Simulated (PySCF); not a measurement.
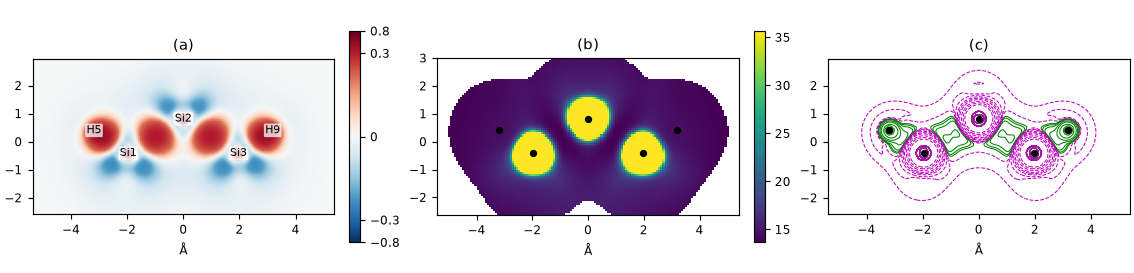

Figure. H8Si3, SMILES `[SiH3][SiH2][SiH3]`. Three fields in the plane of Si1, Si2, Si3, H5 and H9. (a): red positive, blue negative. (c): solid green lines positive, dashed magenta lines negative.

Level of theory: HF/6-31+G* (PySCF), at a geometry from GFN2-xTB. No frequency check shows the geometry to be a minimum.

The panels show, in some order, the average local ionisation energy, deformation density and negative Laplacian of the density (−∇²ρ). Which is which?

(a) is the deformation density: it has both signs, with gains where valence electrons gather and losses around them. (b) is the average local ionisation energy: it is high near the heavier nuclei and lowest where loosely bound electrons reach out. (c) is the negative Laplacian of the density (−∇²ρ): shells alternate in sign around each nucleus and valence concentrations outline the bonding and non-bonding pairs.
